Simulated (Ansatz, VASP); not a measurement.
# Cr (Chromium): VASP beside Ansatz

Wanted: the spread between two codes on one cell, functional and k mesh. The cell comes out of the VASP series on this material, whose earlier steps may have relaxed, scaled or displaced it; both programs get it as it stands.

Program: Ansatz 0.2.0. Level of theory: plane waves, with VASP 6.6.1 beside it; relaxation of cell and atoms at PBEsol and relaxation of cell and atoms at LDA. Results are calculated unless marked as measured.

## (1) Starting point

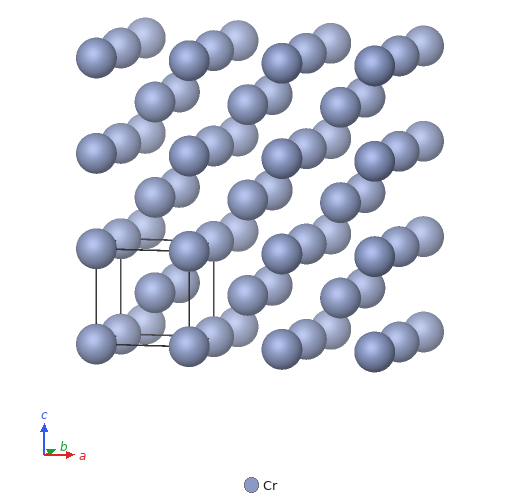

The cell as given, slightly off an axis (chromium light blue). 3×2×3 cells are drawn. This picture shows the conventional cell, with its axes. Some periodic images of atoms are drawn too.

## (2) Ansatz: relaxation of cell and atoms, PBEsol

Ansatz runs on its default PAW (the set named soft_2) files.

The relaxed volume is the usual yardstick between codes: its relative difference is about their pressure difference at one cell divided by the bulk modulus.

Contents of input.yaml:

```yaml
crystal:
  lattice:
    - [-1.4063036626, 1.4063036626, 1.4063036626]
    - [1.4063036626, -1.4063036626, 1.4063036626]
    - [1.4063036626, 1.4063036626, -1.4063036626]
  atoms:
    - { symbol: Cr, position: [0.0, 0.0, 0.0], spin: 3.0 }
hamiltonian:
  xc: pbesol
  pseudopotentials: { kind: paw }
magnetization:
  spin_polarized: true
kpoints:
  mp_grid: { grid: [24, 24, 24] }
scf:
  occupations: { method: methfessel_paxton, width: 0.15 }
relax:
  f_tol: 0.01
  max_steps: 60
  cell: { stress_tol: 0.05 }
output:
  forces: true
  stress: true
```

Command:

```console
ansatz run input.yaml --threads 4 --pin off --max-ram 9216MiB --backend cpu --events-out ev --progress --plain --runs-dir out
```

Numbers of over 12 decimals in the logs are rounded to 6 here.

Log:

```text
Engine: ansatz 0.2.0, aarch64-unknown-linux-gnu
Pseudopotentials: kind: paw
Pseudopotential: Cr, paw, valence charge 14, recommended cutoff 420 eV (normal), Cr.paw.azcp
Functional definition: PBEsol
  exchange = pbesol_x
  correlation = pbesol_c
Crystal: 1 atoms, lattice volume = 11.125 Å³
Basis set: ecut = 420 eV, 225 PW (Γ), exchange–correlation on 36×36×36 points (8 copies of the dense FFT grid, shifted against one another)
Bands: 13, of which v1, the nominal top of the filled ones, is band 7 counted from 1 (6 counted from 0)
Symmetry: 48 space group operations
Space group: Im-3m (ITA 229), of the structure as read, at distance tolerance 2.2e-5 Å
Magnetic group: BNS 229.140 (UNI 1642), of the structure as read, at distance tolerance 2.2e-5 Å
k-points: 413 of 13824
Non-local potential: Cr, projectors of the file, l = 0: 3, l = 1: 2, l = 2: 3, l = 3: 1
PAW form: soft (Blöchl's): semilocal exchange-correlation on the pseudo side does not see the compensation charge
PAW frozen core: Cr, regenerated for the run's functional, and the local potential with it (the file was generated under x = pbe(κ = 0.804, μ = 0.219515), c = pbe(β = 0.066725))
PAW one-centre angular grid: Cr, 590 points (default); XC on 64 Gauss nodes
Initial density: superposition of atomic densities (chi_scale 0.1, normalization cell)
Starting moments: Σ|m| = 3 μB on 1 of 1 site
Initial wavefunctions: pseudopotential atomic-orbital guess
Functional: x = pbesol(κ = 0.804, μ = 0.123457), c = pbesol(β = 0.046)
SCF iter   1: F=—  HF=-3349.357349 eV  |F-HF|=—  |Δ(HF+E_count)|=         —  Δρ=2.23e-1 (↑2.23e-1 ↓7.32e-2)  dr2=4.80e0  dr2_m=1.46e0  M=1.488 μB ∫|m|=1.488 μB  β_m=0.30  ethr=3.10e-3  ⟨swp⟩=4.0  Hψ=51078  notcnv=0
Mixer restart at iter 1: flushing history
preconditioner: auto → none  [metal: Δε(μ)=0.000 eV  Ē_g=12.910 eV  σ=0.150 eV  W_gap=0.00  n_scr=0 (ndim 8)  ℏωp=27.3 eV  f_vac=0.000  D(μ)=1.62/eV (n_scr^D=18)]
SCF iter   2: F=—  HF=-3347.890006 eV  |F-HF|=—  |Δ(HF+E_count)|=    1.47e0  Δρ=8.86e-2 (↑8.86e-2 ↓6.26e-2)  dr2=2.36e-1  dr2_m=5.31e-1  M=1.537 μB ∫|m|=1.537 μB  β_m=0.37  ethr=3.10e-3  ⟨swp⟩=2.1  Hψ=27092  notcnv=0  defer=942
SCF iter   3: F=—  HF=-3350.012488 eV  |F-HF|=—  |Δ(HF+E_count)|=         —  Δρ=1.97e-1 (↑1.97e-1 ↓1.70e-1)  dr2=1.50e-1  dr2_m=3.40e0  M=0.053 μB ∫|m|=0.073 μB  β_m=1.00  ethr=1.68e-3  ⟨swp⟩=2.0  Hψ=16397  notcnv=0  defer=912
Mixer restart at iter 3: flushing history
SCF iter   4: F=—  HF=-3349.327395 eV  |F-HF|=—  |Δ(HF+E_count)|=   6.85e-1  Δρ=3.65e-2 (↑3.65e-2 ↓3.30e-2)  dr2=3.88e-1  dr2_m=9.20e-4  M=0.017 μB ∫|m|=0.018 μB  β_m=0.37  ethr=3.57e-4  ⟨swp⟩=2.0  Hψ=21049  notcnv=0  defer=942
SCF iter   5: F=—  HF=-3349.199322 eV  |F-HF|=—  |Δ(HF+E_count)|=   1.28e-1  Δρ=4.28e-3 (↑3.91e-3 ↓4.28e-3)  dr2=2.69e-3  dr2_m=4.12e-4  M=0.009 μB ∫|m|=0.011 μB  β_m=0.35  ethr=3.57e-4  ⟨swp⟩=2.0  Hψ=24657  notcnv=0  defer=825
SCF iter   6: F=—  HF=-3349.197803 eV  |F-HF|=—  |Δ(HF+E_count)|=   1.52e-3  Δρ=2.21e-3 (↑2.21e-3 ↓1.19e-3)  dr2=2.99e-4  dr2_m=2.29e-4  M=0.007 μB ∫|m|=0.008 μB  β_m=0.68  ethr=1.92e-5  ⟨swp⟩=2.6  Hψ=17798  notcnv=0  defer=819
SCF iter   7: F=—  HF=-3349.198434 eV  |F-HF|=—  |Δ(HF+E_count)|=   6.32e-4  Δρ=2.75e-4 (↑2.75e-4 ↓2.12e-4)  dr2=1.31e-6  dr2_m=5.77e-6  M=0.001 μB ∫|m|=0.001 μB  β_m=0.84  ethr=2.14e-6  ⟨swp⟩=1.6  Hψ=12490  notcnv=0  defer=819
SCF iter   8: F=—  HF=-3349.194959 eV  |F-HF|=—  |Δ(HF+E_count)|=         —  Δρ=1.61e-4 (↑1.30e-4 ↓1.61e-4)  dr2=6.46e-6  dr2_m=1.34e-7  M=0.000 μB ∫|m|=0.000 μB  β_m=0.84  ethr=9.39e-9  ⟨swp⟩=2.0  Hψ=16508  notcnv=0  defer=819
Mixer restart at iter 8: flushing history
iteration 8: the input's own smearing fills from here on; a Gaussian of 0.15 eV has filled iterations ahead of it
SCF iter   9: F=—  HF=-3349.194962 eV  |F-HF|=—  |Δ(HF+E_count)|=   2.90e-6  S|Δr|=    0.00e0  Δρ=2.24e-4 (↑2.24e-4 ↓2.01e-4)  dr2=1.41e-5  dr2_m=2.12e-8  M=0.000 μB ∫|m|=0.000 μB  β_m=0.44  ethr=9.39e-9  ⟨swp⟩=2.0  Hψ=15834  notcnv=0  defer=819
SCF iter  10: F=—  HF=-3349.194958 eV  |F-HF|=—  |Δ(HF+E_count)|=   4.19e-6  S|Δr|=    0.00e0  Δρ=6.83e-5 (↑6.83e-5 ↓4.54e-5)  dr2=9.15e-7  dr2_m=2.24e-8  M=0.000 μB ∫|m|=0.000 μB  β_m=0.80  ethr=9.39e-9  ⟨swp⟩=2.0  Hψ=15760  notcnv=0  defer=819
SCF iter  11: F=—  HF=-3349.194958 eV  |F-HF|=—  |Δ(HF+E_count)|=   2.68e-7  S|Δr|=    0.00e0  Δρ=5.77e-6 (↑5.77e-6 ↓2.14e-6)  dr2=1.34e-9  dr2_m=1.50e-9  M=-0.000 μB ∫|m|=0.000 μB  β_m=0.90  ethr=7.14e-10  ⟨swp⟩=2.0  Hψ=34021  notcnv=0
SCF iter  12: F=—  HF=-3349.194958 eV  |F-HF|=—  |Δ(HF+E_count)|=   1.17e-9  S|Δr|=    0.00e0  Δρ=6.00e-7 (↑5.26e-7 ↓6.00e-7)  dr2=8.18e-13  dr2_m=3.18e-11  M=-0.000 μB ∫|m|=0.000 μB  β_m=0.95  ethr=9.56e-12  ⟨swp⟩=2.4  Hψ=20461  notcnv=0
SCF iter  13: F=-3349.194958 eV  HF=-3349.194958 eV  |F-HF|=4.55e-13  |Δ(HF+E_count)|=  9.09e-12  S|Δr|=    0.00e0  Δρ=7.95e-8 (↑7.61e-8 ↓7.95e-8)  dr2=1.01e-14  dr2_m=6.12e-13  M=-0.000 μB ∫|m|=0.000 μB  ethr=1.00e-12  ⟨swp⟩=1.7  Hψ=14792  notcnv=0
WARN: the starting moments were not kept: the SCF closed with an absolute magnetisation of 3.2e-7 μB, where they sum to 3 μB in size (1 site). That is at most 0.1 of that sum. Measured as dr2_m measures the in/out step, that magnetisation stands 4.8e-14 eV from none, at or under the dr2_threshold of 1.0e-7 eV: it is no larger than a step whose dr2_m would equal this threshold. The system may hold no moment; this SCF  [...]
SCF 1 converged in 13 iterations: F = -3349.194958 eV  dr2 = 1.01e-14
  greatest PAW one-centre occupation: 1.000 electrons in one spin orbital (limit 2), on the Cr atom at site 0 (counted from 0), in its partial waves of l = 0
relax step   1: F+E_penalty+E_count = -3349.19495792 eV  Δ(F+E_penalty+E_count) = +0.000e0 eV  max|allowed force component| = 0.000e0 eV/Å  Δτ_max = 0.0000 Å  P = +0.539 GPa  Ω = 11.125 Å³  (13 SCF iters, dr2 threshold 1.00e-7 eV, accepted)
[...]
relax step   2: F+E_penalty+E_count = -3349.19498146 eV  Δ(F+E_penalty+E_count) = -2.354e-5 eV  max|allowed force component| = 0.000e0 eV/Å  Δτ_max = 0.0000 Å  P = +0.120 GPa  Ω = 11.141 Å³  energy of the carried Pulay correction = -1.009e-5 eV  (6 SCF iters, dr2 threshold 1.00e-7 eV, accepted)
[...]
relax step   3: F+E_penalty+E_count = -3349.19498033 eV  Δ(F+E_penalty+E_count) = +1.128e-6 eV  max|allowed force component| = 0.000e0 eV/Å  Δτ_max = 0.0000 Å  P = +0.000 GPa  Ω = 11.146 Å³  energy of the carried Pulay correction = -1.299e-5 eV  (6 SCF iters, dr2 threshold 3.60e-8 eV, accepted)
[...]
relax step   4: F+E_penalty+E_count = -3349.19499289 eV  Δ(F+E_penalty+E_count) = -1.256e-5 eV  max|allowed force component| = 0.000e0 eV/Å  Δτ_max = 0.0000 Å  P = +0.002 GPa  Ω = 11.146 Å³  stress off target by 2.40e-3 GPa  SCF on the basis re-selected at this cell (its energy is not comparable with the rows above)  (4 SCF iters)
basis re-selected at this cell: Δ(F+E_penalty+E_count) = -1.256e-5 eV, ΔP = +0.002 GPa vs the last step (what re-selecting the basis moved, of the pressure what is left beyond the Pulay correction that the steps carried, after the strain that the cell walked since its last selection, with what the two solves' SCF thresholds leave and, on support functions, any second-order correction that the steps lacked; it is no measure of the basis error at this ecutwfc). This SCF's stress stands 2.40e-3 GPa from its target on what of the cell is left free (relax.cell.stress_tol is 5.00e-2 GPa) and its largest allowed force component is 0.00e0 eV/Å (relax.f_tol is 1.00e-2 eV/Å): [rest of the remark cut]
SCF converged after 4 iterations
Stability not checked: this state was not tested for a lower state beside it, because cold or Methfessel-Paxton smearing, or corrected tetrahedra, fill the levels in a way that the test cannot read (fill_not_monotonic; see scf.lower_state_search)
Magnetization: -0.0000 μB (7.0000 up, 7.0000 down)
Absolute magnetization: 0.0000 μB (∫|ρ↑−ρ↓|, with the PAW one-centre terms)
Spin contamination: 0.0000 ħ² per cell (⟨S²⟩ above its minimum at these occupations)
Per-site moments (μB) at R_I (Å): [(-3.127784562621369e-8, 1.005397)]
Free energy (F): -3349.194993 eV
Harris-Foulkes:  -3349.194993 eV  (|F-HF|=4.55e-13)
Internal energy: -3349.195425 eV  (E = F + TS)
E sigma→0 (E₀):  -3349.195101 eV
Entropy (-TS):   0.000432 eV (0.432 meV/atom)
Fermi energy:    20.152675 eV
--- Per-component energies (eV) ---
  E_band       = -134.392732
  E_kinetic    = 344.452325
  E_local      = -1143.676537  (includes V_loc(G=0)·N_el)
  E_nonlocal   = 80.072451
  E_hartree    = 501.268679
  E_xc         = -139.658986
  E_vxc        = -178.979913  (∫ρ·V_xc dr)
  E_paw        = -1167.057617  (= ΣΔE_a)
  E_vpaw       = -238.798793  (= ΣTr[D̂ρ^β])
  E_aug_tail   = 0.000368  (compensation charges beyond the density's cutoff)
  E_ewald      = -1824.756108
  E_core_change = 0.160000  (= ΣΔE_core)
  E_smearing   = 0.000432  (= −TS)
  E_closure    = 0.000000  (closes the sum)
  Σ components = -3349.194993   (vs F -3349.194993, Δ=0.00e0)
--- Forces (eV/Å), atoms counted from 1 ---
  atom   1  Cr     0.00000000    -0.00000000    -0.00000000
  max |Σ_I F_I| component: 1.85e-32 eV/Å
--- Stress (GPa, compression-positive) ---
        0.002400       0.000000       0.000000
        0.000000       0.002400       0.000000
        0.000000       0.000000       0.002400
  P = ⅓ Tr σ = 0.0024 GPa (0.024 kbar)
--- Relaxed structure (3 steps of the walk, 3 accepted, 1 SCFs on fresh bases) ---
  F+E_penalty+E_count = -3349.19499289 eV   max|allowed force component| = 0.000e0 eV/Å   (the final SCF, on the basis selected at the relaxed cell)
  cell:  # Å, volume = 11.1460 Å³
    - [-1.407191, 1.407191, 1.407191]
    - [1.407191, -1.407191, 1.407191]
    - [1.407191, 1.407191, -1.407191]
  atoms:
    - { symbol: Cr, position: [0.0, 0.0, 0.0] }
```

The job ended after 9.2 s (4 threads of Arm Neoverse V1, shared host; peak memory 0.41 GiB).

## (3) VASP: relaxation of cell and atoms, PBEsol

The same cell, functional, mesh and smearing now go to VASP, with its own data sets and cutoff.

Lines of VASP's logs that name or quote its potential files are left out, and so is its time.

Contents of INCAR:

```
SYSTEM = Cr
PREC = Accurate
ENCUT = 520
EDIFF = 1E-07
NELM = 100
ISMEAR = 1
SIGMA = 0.15
LREAL = .FALSE.
ALGO = Normal
GGA = PS
NBANDS = 14
ISPIN = 2
MAGMOM = 3
LASPH = .TRUE.
LMAXMIX = 4
LORBIT = 11
LWAVE = .FALSE.
LCHARG = .FALSE.
KPAR = 4
IBRION = 2
NSW = 50
ISIF = 3
EDIFFG = -0.005
```

Contents of POSCAR:

```
Cr
1.0
   -1.4063036626      1.4063036626      1.4063036626
    1.4063036626     -1.4063036626      1.4063036626
    1.4063036626      1.4063036626     -1.4063036626
Cr
1
Direct
    0.0000000000      0.0000000000      0.0000000000
```

Contents of KPOINTS:

```
Automatic mesh
0
Gamma
24 24 24
0 0 0
```

Potentials, in the order of the species: Cr_pv (PBE family, release 64).

Command:

```console
mpirun -np 4 vasp_std
```

Log:

```text
[banner, memory and clock lines left out]
running    4 mpi-ranks, on    1 nodes
 distrk:  each k-point on    1 cores,    4 groups
 distr:  one band on    1 cores,    1 groups

 POSCAR found type information on POSCAR Cr
 POSCAR found :  1 types and       1 ions
|                                                                             |
|               ----> ADVICE to this user running VASP <----                  |
|                                                                             |
|     You enforced a specific xc type in the INCAR file but a different       |
|     [... a line on the potential file left out ...]
|     I HOPE YOU KNOW WHAT YOU ARE DOING!                                     |
|                                                                             |

 LDA part: xc-table for (Slater+PW92), standard interpolation
 POSCAR, INCAR and KPOINTS ok, starting setup
 FFT: planning ... GRIDC
 FFT: planning ... GRID_SOFT
 FFT: planning ... GRID
 WAVECAR not read
 entering main loop
       N       E                     dE             d eps       ncg     rms          rms(c)
DAV:   1     0.811540239858E+02    0.81154E+02   -0.64847E+03 23570   0.990E+02
DAV:   2    -0.923036174503E+01   -0.90384E+02   -0.86475E+02 24310   0.272E+02
DAV:   3    -0.105340736200E+02   -0.13037E+01   -0.12996E+01 25636   0.373E+01
DAV:   4    -0.105393630394E+02   -0.52894E-02   -0.52893E-02 25384   0.236E+00
DAV:   5    -0.105394101322E+02   -0.47093E-04   -0.47091E-04 25564   0.202E-01    0.199E+01
DAV:   6    -0.102107412385E+02    0.32867E+00   -0.28191E+00 23572   0.300E+01    0.431E+00
DAV:   7    -0.102461125261E+02   -0.35371E-01   -0.14654E-01 23704   0.339E+00    0.252E+00
DAV:   8    -0.102491076523E+02   -0.29951E-02   -0.77477E-03 24028   0.995E-01    0.924E-01
DAV:   9    -0.102431748197E+02    0.59328E-02   -0.21553E-03 24694   0.533E-01    0.262E-01
DAV:  10    -0.102434283345E+02   -0.25351E-03   -0.54391E-04 23758   0.195E-01    0.514E-02
DAV:  11    -0.102434407988E+02   -0.12464E-04   -0.10398E-05 24904   0.351E-02    0.169E-02
DAV:  12    -0.102434421665E+02   -0.13677E-05   -0.93436E-07 23848   0.802E-03    0.537E-03
DAV:  13    -0.102434409795E+02    0.11870E-05   -0.23120E-07 22054   0.483E-03    0.141E-03
DAV:  14    -0.102434408390E+02    0.14046E-06   -0.23318E-08 11864   0.179E-03    0.262E-04
DAV:  15    -0.102434408386E+02    0.47680E-09   -0.96744E-10 11642   0.372E-04
   1 F= -.10243441E+02 E0= -.10243579E+02  d E =-.102434E+02  mag=    -0.0000
 curvature:   0.00 expect dE= 0.000E+00 dE for cont linesearch  0.000E+00
 trial: gam= 0.00000 g(F)=  0.117E-61 g(S)=  0.710E-06 ort = 0.000E+00 (trialstep = 0.100E+01)
 search vector abs. value=  0.710E-06
 reached required accuracy - stopping structural energy minimisation
```

From OUTCAR (step 3):

```text
ion  position               nearest neighbor table
   1  0.000  0.000  0.000-

  LATTYP: Found a body centered cubic cell.
 ALAT       =     2.8126073252

 Subroutine GETGRP returns: Found 48 space group operations
 (whereof 48 operations were pure point group operations)

The static configuration has the point symmetry O_h .

 Found    413 irreducible k-points:

   k-points           NKPTS =    413   k-points in BZ     NKDIM =    413   number of bands    NBANDS=     14

   dimension x,y,z NGX =    18 NGY =   18 NGZ =   18
   dimension x,y,z NGXF=    36 NGYF=   36 NGZF=   36

   ENCUT  =  520.0 eV  38.22 Ry    6.18 a.u.   4.53  4.53  4.53*2*pi/ulx,y,z

   NELECT =      12.0000    total number of electrons

 k-points in reciprocal lattice and weights: Automatic mesh
   0.00000000  0.00000000  0.00000000       0.000
   0.04166667  0.00000000  0.00000000       0.001
   0.08333333  0.00000000  0.00000000       0.001
   0.12500000  0.00000000  0.00000000       0.001
   0.16666667  0.00000000  0.00000000       0.001
   0.20833333  0.00000000  0.00000000       0.001
   0.25000000  0.00000000  0.00000000       0.001
   0.29166667  0.00000000  0.00000000       0.001
   0.33333333  0.00000000  0.00000000       0.001
[...]
0.50000000  0.50000000  0.45833333       0.001
   0.50000000  0.50000000  0.50000000       0.000

 average (electrostatic) potential at core
       1 -65.1621

 E-fermi :  11.4021

 spin component 1
 k-point     1 :       0.0000    0.0000    0.0000
  band No.  band energies     occupation
    ...
      3     -31.1656      1.00000
      4       3.3507      1.00000
      5      10.4047      1.00000
      6      10.4047      1.00000
      7      10.4047      1.00000
      8      12.5331     -0.00000
      9      12.5331     -0.00000
     10      18.4688      0.00000
     11      33.9490      0.00000
     12      33.9490      0.00000
    ...

 k-point     2 :       0.0417    0.0000    0.0000
  band No.  band energies     occupation
    ...
      3     -31.1657      1.00000
      4       3.4302      1.00000
      5      10.3730      1.00000
      6      10.4000      1.00000
      7      10.4596      1.00000
      8      12.4962     -0.00000
      9      12.5352     -0.00000
     10      18.4687      0.00000
     11      33.7830      0.00000
     12      33.9348      0.00000
    ...

 k-point     3 :       0.0833    0.0000    0.0000
  band No.  band energies     occupation
    ...
      3     -31.1661      1.00000
      4       3.6648      1.00000
      5      10.2808      1.00000
      6      10.3804      1.00000
      7      10.6222      1.00000
      8      12.3997     -0.00000
      9      12.5421     -0.00000
     10      18.4688      0.00000
     11      33.2949      0.00000
     12      33.8571      0.00000
    ...

 k-point     4 :       0.1250    0.0000    0.0000
  band No.  band energies     occupation
    ...
      3     -31.1667      1.00000
      4       4.0421      1.00000
      5      10.1370      1.00000
      6      10.3322      1.00000
      7      10.8865      1.00001
      8      12.2820     -0.00000
      9      12.5556     -0.00000
     10      18.4687      0.00000
     11      32.5039      0.00000
     12      33.6265      0.00000
    ...

 k-point     5 :       0.1667    0.0000    0.0000
  band No.  band energies     occupation
    ...
      3     -31.1675      1.00000
      4       4.5387      1.00000
      5       9.9544      1.00000
      6      10.2455      1.00000
      7      11.2422      1.03071
      8      12.1914     -0.00000
      9      12.5774     -0.00000
     10      18.4687      0.00000
     11      31.4345      0.00000
     12      33.1667      0.00000
    ...

 k-point     6 :       0.2083    0.0000    0.0000
  band No.  band energies     occupation
    ...
      2     -31.2879      1.00000
      3     -31.1685      1.00000
      4       5.1156      1.00000
      5       9.7483      1.00000
      6      10.1382      1.00000
      7      11.6740     -0.01394
      8      12.1617     -0.00000
      9      12.6092     -0.00000
     10      18.4686      0.00000
     11      30.1324      0.00000
    ...

  Total       -0.0022149     -0.0022149     -0.0022149      0.0000000      0.0000000      0.0000000
  in kB       -0.3189814     -0.3189814     -0.3189814      0.0000000      0.0000000      0.0000000
  external PRESSURE =      -0.3189814 kB  Pullay stress =       0.0000000 kB

  energy-cutoff  :      520.00
  volume of cell :       11.12
      direct lattice vectors                 reciprocal lattice vectors
    -1.406303663  1.406303663  1.406303663     0.000000000  0.355541988  0.355541988
     1.406303663 -1.406303663  1.406303663     0.355541988  0.000000000  0.355541988
     1.406303663  1.406303663 -1.406303663     0.355541988  0.355541988  0.000000000

 POSITION                                       TOTAL-FORCE (eV/Angst)
 -----------------------------------------------------------------------------------
      0.00000      0.00000      0.00000        -0.000000      0.000000      0.000000
 -----------------------------------------------------------------------------------
    total drift:                                0.000000      0.000000      0.000000

  FREE ENERGIE OF THE ION-ELECTRON SYSTEM (eV)
  ---------------------------------------------------
  free  energy   TOTEN  =       -10.2434408386 eV

  energy  without entropy=      -10.2438541874  energy(sigma->0) =      -10.24357862

 reached required accuracy - stopping structural energy minimisation

 total charge
# of ion       s       p       d       tot
------------------------------------------
    1        0.444   6.435   4.259  11.139

 magnetization (x)
# of ion       s       p       d       tot
------------------------------------------
    1        0.000   0.000   0.000   0.000

[... 2 further parts left out ...]
```

## (4) Side by side

Known differences besides the PAW data sets themselves: both relaxations stop at a tolerance, which leaves soft axes loose, and VASP keeps its plane-wave basis; the data sets hold 14 valence electrons in Ansatz (default PAW (the set named soft_2) files) and 12 in VASP; the cutoff is 420 eV in Ansatz and 520 eV in VASP; Ansatz makes its cores anew for this functional, VASP keeps those of its PBE data sets; Ansatz adds a Pulay correction to the stress that steers its cell, VASP none. Total energies have different zeros and are not compared.

Both answers:

```csv
quantity,Ansatz,VASP,difference
volume (Å³),11.15,11.12,+0.19 %
"edge a after relaxation, in the typed setting (Å)",2.437,2.436,+0.06 %
```

The walks stopped with 0.00 GPa left in Ansatz and -0.03 GPa in VASP; each walk ends within a tolerance, so the volume difference is uncertain by about these residues over the bulk modulus, most in soft cells.

(Part 1 of 2 ends here.)

[Lines on the potential files, build, host, timing and source positions are cut from VASP's logs without a mark.]

[Logs are printed without paths, hosts, clocks, repeated set-up lines and the standing remarks that a program may print on its own settings, such as how far it seeks lower states.]

[Hosts, paths, dates, database ids (printed as entryN), source tags and the programs' standing remarks are cut or masked in the printed files.]
